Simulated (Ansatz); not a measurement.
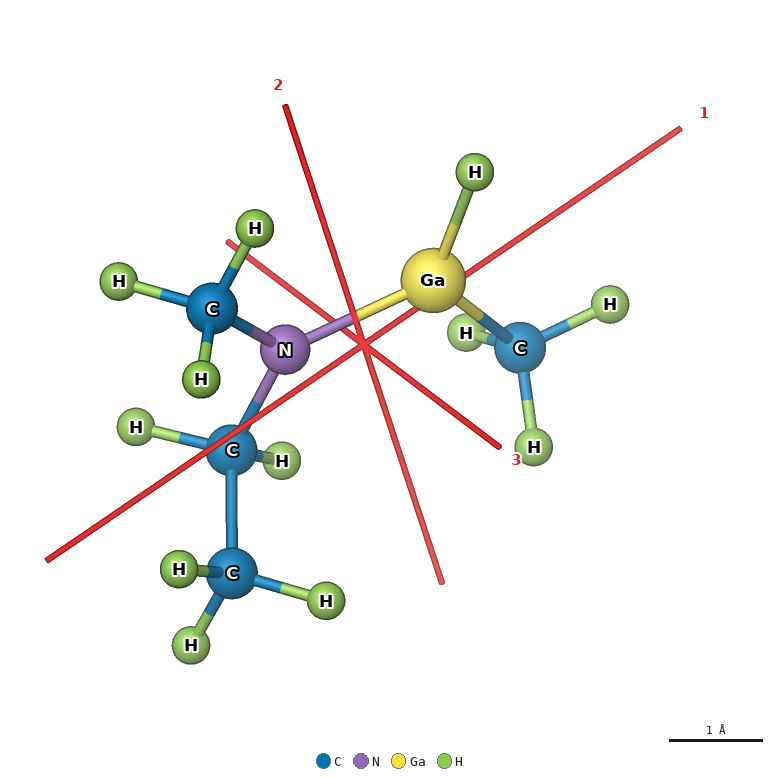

The three principal axes of inertia are drawn and numbered. Distant atoms are faded towards the background colour. The computed structure is the end point of a PBE0-D4/def2-TZVP optimisation. No frequency run is at hand to confirm it as a minimum. Masses are those of the most abundant isotopes; constants are for the rigid equilibrium geometry.

**Which line is the a axis (least moment of inertia), which b and which c?**

a is line 1, b is line 2, c is line 3; the moments are 143, 330, 438 u Å².

**Classify the rotor and give the rotational constants (cm⁻¹).**

An asymmetric top (C1): A = 0.118, B = 0.0511, C = 0.0385 cm⁻¹. Ray's parameter κ is −0.68, nearer the prolate limit.
